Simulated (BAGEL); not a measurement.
**CH4GaN (SMILES C=[N][GaH2]): B3LYP/cc-pVDZ (density fitting with qzvpp-jkfit)**

What is the energy change on altering one bond length of CH4GaN at B3LYP/cc-pVDZ (density fitting with qzvpp-jkfit)? 

Program for the calculation: BAGEL 1.2.2.

3 further runs of the same task are left out: 3 that didn't finish. Runs told in other sessions of the task aren't counted.

**1. The molecule**

The species is CH4GaN (7 atoms), meant as a singlet with charge 0. SMILES: `C=[N][GaH2]`. The coordinates come from a PBE0-D4/def2-TZVP relaxation.

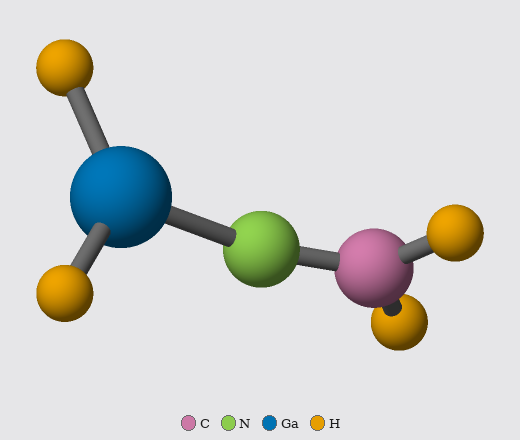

The structure, seen from a chosen angle (carbon pink, nitrogen green, gallium blue, hydrogen amber).

**2. The energy at B3LYP/cc-pVDZ (density fitting with qzvpp-jkfit)**

The input, input.json:

```json
{ "bagel": [

{
  "title": "molecule",
  "basis": "cc-pvdz.json",
  "df_basis": "qzvpp-jkfit",
  "angstrom": true,
  "geometry": [
    { "atom": "C", "xyz": [      -1.119700,       0.099100,      -0.980300 ] },
    { "atom": "N", "xyz": [      -0.311300,      -0.140700,      -0.067900 ] },
    { "atom": "Ga", "xyz": [       1.142300,      -0.099700,       0.998500 ] },
    { "atom": "H", "xyz": [      -0.943900,       0.853500,      -1.763300 ] },
    { "atom": "H", "xyz": [      -2.076800,      -0.439300,      -1.060100 ] },
    { "atom": "H", "xyz": [       1.040600,       0.837400,       2.236500 ] },
    { "atom": "H", "xyz": [       2.268800,      -1.110200,       0.636700 ] }
  ]
},

{ "title": "ks", "xc_func": "b3lyp" },

{ "title": "print", "file": "orbitals.molden", "orbitals": true }

]}
```

The basis set cc-pVDZ is read from a file made from the Basis Set Exchange's data (not shown).

Run with:

```
$ BAGEL_NUM_THREADS=1 BAGEL input.json > input.out
```

The log of the run:

```text
* using 1 threads per process

  ===============================================================
  ===============================================================

  *** Geometry ***

  { "atom" : "C", "xyz" : [     -2.115926,      0.187272,     -1.852499 ] },
  { "atom" : "N", "xyz" : [     -0.588272,     -0.265884,     -0.128312 ] },
  { "atom" : "Ga", "xyz" : [      2.158634,     -0.188406,      1.886892 ] },
  { "atom" : "H", "xyz" : [     -1.783712,      1.612881,     -3.332154 ] },
  { "atom" : "H", "xyz" : [     -3.924583,     -0.830157,     -2.003299 ] },
  { "atom" : "H", "xyz" : [      1.966449,      1.582457,      4.226372 ] },
  { "atom" : "H", "xyz" : [      4.287411,     -2.097974,      1.203189 ] },

  Number of auxiliary basis functions:      490

  Since a DF basis is specified, we compute 2- and 3-index integrals:
    o Being stored without compression. Storage requirement is 0.022 GB

  Number of basis functions:       75
  Number of electrons      :       48

    * METHOD: MOLECULE                             0.17

  *** Kohn-Sham DFT ***

    * Removing 10589 points whose weight is below 1.00e-10
    * Grid points: 93753

  === Nuclear Repulsion ===
   158.6980207690

       - DIIS with orbital gradients will be used.

  === KS iteration (b3lyp / cc-pvdz.json) ===
      0      -1998.25864236          0.08635887           0.27
      1      -1883.07758874          0.22414980           0.25
      2      -1951.70504483          0.09036398           0.25
      3      -1897.36544480          0.19898572           0.25
      4      -2003.68371830          0.11431386           0.25
      5      -1990.08919375          0.17164891           0.25
      6      -1989.36791579          0.16989637           0.25
      7      -1915.53932700          0.21241095           0.25
      8      -1985.94915614          0.10252640           0.25
      9      -1987.56884497          0.17979073           0.25
     10      -2006.48073702          0.10067428           0.25
     11      -2015.21616423          0.05657090           0.25
     12      -2019.70050585          0.02937392           0.25
     13      -2018.56234562          0.05406617           0.25
     14      -2019.51388665          0.03999803           0.25
     15      -2020.08803336          0.00535858           0.25
     16      -2020.10087731          0.00154666           0.25
     17      -2020.10203645          0.00032423           0.25
     18      -2020.10209573          0.00008220           0.25
     19      -2020.10209946          0.00000722           0.25
     20      -2020.10209948          0.00000281           0.25
     21      -2020.10209949          0.00000070           0.25
     22      -2020.10209949          0.00000012           0.25
     23      -2020.10209949          0.00000004           0.25
     24      -2020.10209949          0.00000001           0.25
     25      -2020.10209949          0.00000000           0.25
    * SCF iteration converged.

    * Permanent dipole moment:
           (    0.182408,    -0.174914,     0.352756) a.u.

    * METHOD: KS                                   6.94

    * METHOD: PRINT                                0.01

  ===============================================================
```

It took 7.5 s on 1 thread of Intel Xeon 6975P-C (Granite Rapids), shared host; peak memory 0.37 GiB.

**3. The distorted shape at the same level**

The input, calc.json:

```json
{ "bagel": [

{
  "title": "molecule",
  "basis": "cc-pvdz.json",
  "df_basis": "qzvpp-jkfit",
  "angstrom": true,
  "geometry": [
    { "atom": "C", "xyz": [      -1.207597,      -0.278085,      -0.588816 ] },
    { "atom": "N", "xyz": [      -0.399197,      -0.517885,       0.323584 ] },
    { "atom": "Ga", "xyz": [       1.054403,      -0.476885,       1.389984 ] },
    { "atom": "H", "xyz": [      -0.943900,       0.853500,      -1.763300 ] },
    { "atom": "H", "xyz": [      -2.164697,      -0.816485,      -0.668616 ] },
    { "atom": "H", "xyz": [       0.952703,       0.460215,       2.627984 ] },
    { "atom": "H", "xyz": [       2.180903,      -1.487385,       1.028184 ] }
  ]
},

{ "title": "ks", "xc_func": "b3lyp" },

{ "title": "print", "file": "orbitals.molden", "orbitals": true }

]}
```

The basis set cc-pVDZ is read from a file made from the Basis Set Exchange's data (not shown).

Run with:

```
$ BAGEL_NUM_THREADS=1 BAGEL calc.json > calc.out
```

The log of the run:

```text
* using 1 threads per process

  ===============================================================
  ===============================================================

  *** Geometry ***

  { "atom" : "C", "xyz" : [     -2.282028,     -0.525504,     -1.112701 ] },
  { "atom" : "N", "xyz" : [     -0.754373,     -0.978661,      0.611485 ] },
  { "atom" : "Ga", "xyz" : [      1.992533,     -0.901182,      2.626689 ] },
  { "atom" : "H", "xyz" : [     -1.783712,      1.612881,     -3.332154 ] },
  { "atom" : "H", "xyz" : [     -4.090684,     -1.542933,     -1.263501 ] },
  { "atom" : "H", "xyz" : [      1.800348,      0.869680,      4.966170 ] },
  { "atom" : "H", "xyz" : [      4.121309,     -2.810750,      1.942986 ] },

  Number of auxiliary basis functions:      490

  Since a DF basis is specified, we compute 2- and 3-index integrals:
    o Being stored without compression. Storage requirement is 0.022 GB

  Number of basis functions:       75
  Number of electrons      :       48

    * METHOD: MOLECULE                             0.17

  *** Kohn-Sham DFT ***

    * Removing 10056 points whose weight is below 1.00e-10
    * Grid points: 94286

  === Nuclear Repulsion ===
   156.8868609571

       - DIIS with orbital gradients will be used.

  === KS iteration (b3lyp / cc-pvdz.json) ===
      0      -1998.78184501          0.08509084           0.27
      1      -1886.49686720          0.21310745           0.26
      2      -1990.44200974          0.09743033           0.25
      3      -1916.09872621          0.17609368           0.25
      4      -2014.88530824          0.08081172           0.25
      5      -2019.70223388          0.02491519           0.25
      6      -2019.87188686          0.01535783           0.25
      7      -2020.03180335          0.00351243           0.25
      8      -2020.04029649          0.00066774           0.25
      9      -2020.04051884          0.00025184           0.26
     10      -2020.04055470          0.00006631           0.26
     11      -2020.04055750          0.00002126           0.26
     12      -2020.04055775          0.00000765           0.26
     13      -2020.04055778          0.00000164           0.26
     14      -2020.04055778          0.00000051           0.25
     15      -2020.04055778          0.00000057           0.26
     16      -2020.04055778          0.00000008           0.26
     17      -2020.04055778          0.00000003           0.27
     18      -2020.04055778          0.00000000           0.27
    * SCF iteration converged.

    * Permanent dipole moment:
           (    0.046002,     0.142319,    -0.137996) a.u.

    * METHOD: KS                                   5.29

    * METHOD: PRINT                                0.01

  ===============================================================
```

Wall time 5.7 s (1 thread of Intel Xeon 6975P-C (Granite Rapids), shared host); peak memory 0.37 GiB.

**4. Outcome**

At B3LYP/cc-pVDZ (density fitting with qzvpp-jkfit):

```
                                                         quantity           value
                                        first shape: total energy  -2020.10210 Eh
                                       first shape: dipole moment          1.10 D
                                         first shape: HOMO energy        -6.31 eV
                                         first shape: LUMO energy        -1.11 eV
                                       first shape: HOMO–LUMO gap         5.20 eV
                                    distorted shape: total energy  -2020.04056 Eh
                                   distorted shape: dipole moment          0.52 D
                                     distorted shape: HOMO energy        -6.34 eV
                                     distorted shape: LUMO energy        -1.68 eV
                                   distorted shape: HOMO–LUMO gap         4.66 eV
energy change with the C1–H4 bond stretched from 1.101 to 1.652 Å        1.675 eV
```

What this shows: With the C1–H4 bond stretched from 1.101 to 1.652 Å the energy rises by 1.67 eV (39 kcal/mol). The first shape isn't relaxed at this level, so the change isn't measured from a minimum.
